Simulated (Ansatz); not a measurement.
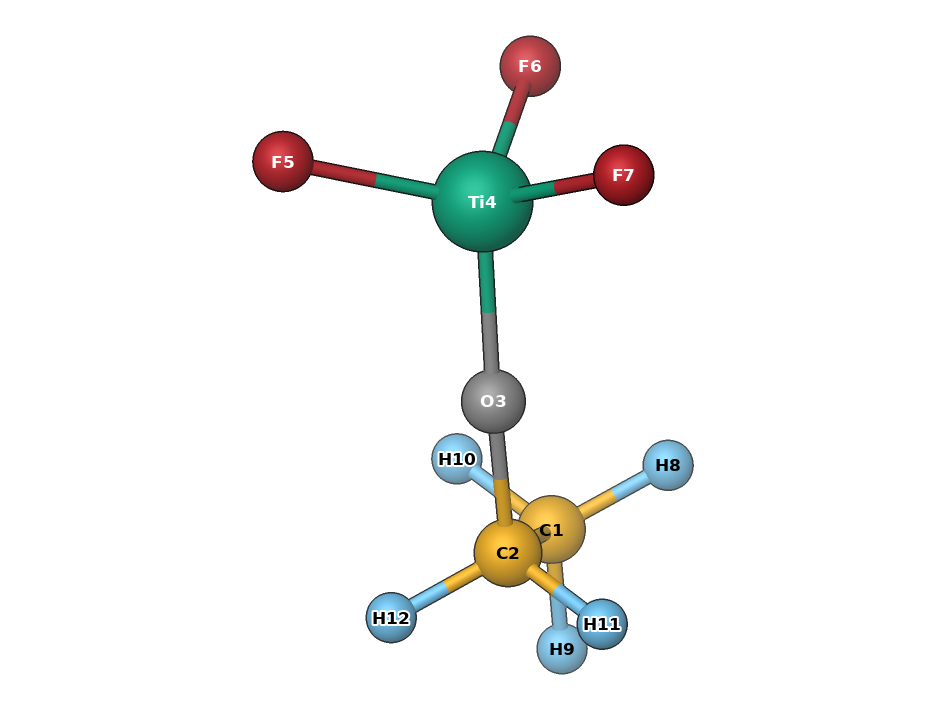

C1 lies behind C2. The molecule seen a little off the C2–C1 bond, C2 in front. Atoms fade into the background with distance from the viewer. Charge 0, singlet. Computed geometry: PBE0-D4/def2-TZVP optimisation.

What is the torsion angle O3–C2–C1–H8? The sign is positive where the front bond must turn clockwise to cover the back bond.

60°, synclinal (gauche). The bonds about C2–C1 are staggered.
